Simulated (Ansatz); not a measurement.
The parent structure is HfO2 in the fluorite structure (space group Fm-3m, No. 225; a = 5.059 Å). Axes: x, y, z lie along the cube axes.

It is then changed as follows: the cell is stretched by 1.30 % along y with no lateral relaxation, atoms relaxed at fixed cell.

Computed with Ansatz (a program for electronic structure), r2SCAN, PAW, cutoff 500 eV, no SOC, earlier PAW set.

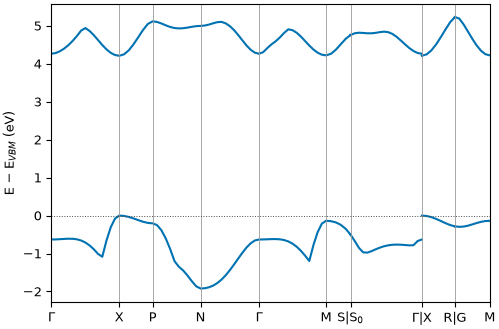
*Highest valence and lowest conduction band along the path of the changed cell's own zone*

### Question
Read the changed gap and its character from the plot.

### Answer
About 4.2 eV, direct at X.

Spin-orbit coupling, missing from the scalar runs, can matter with Hf. The cells carry an imposed strain or load. Whether these cells are dynamically stable was not tested. This is not the structure that HfO2 has at room temperature and ambient pressure. Labels are those of the standard path for the cell's own space group.
